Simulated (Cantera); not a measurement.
A closed system holds: 1 mol Fe3O4, 0.5 mol C, 0.022 mol CO, at 7.50 Torr.

Cantera equilibrium calculation (NASA polynomials, part measured and part estimated; ideal gas, pure solids and liquids). Candidate condensed phases: C, Fe, Fe(CO)5, FeO, Fe2O3, Fe3O4; 15 gas species. The tables' stoichiometric FeO is somewhat more stable than real wüstite, so its field is too wide. FeO: taken at fixed stoichiometry. Equilibrium is a limit: real reactors are often held back by kinetics, nucleation or transport.

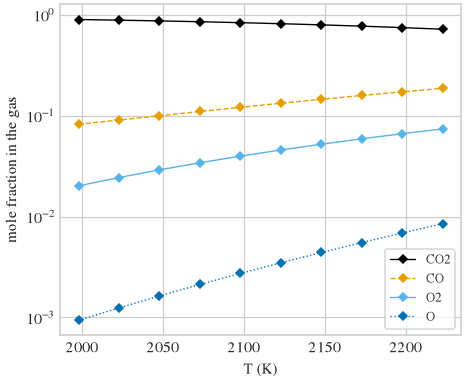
Figure. Equilibrium gas composition (values under 1e-9 drawn at 1e-9)

From 1998 K to 2223 K the condensed part is FeO(l). The main Fe-bearing gas is Fe throughout.
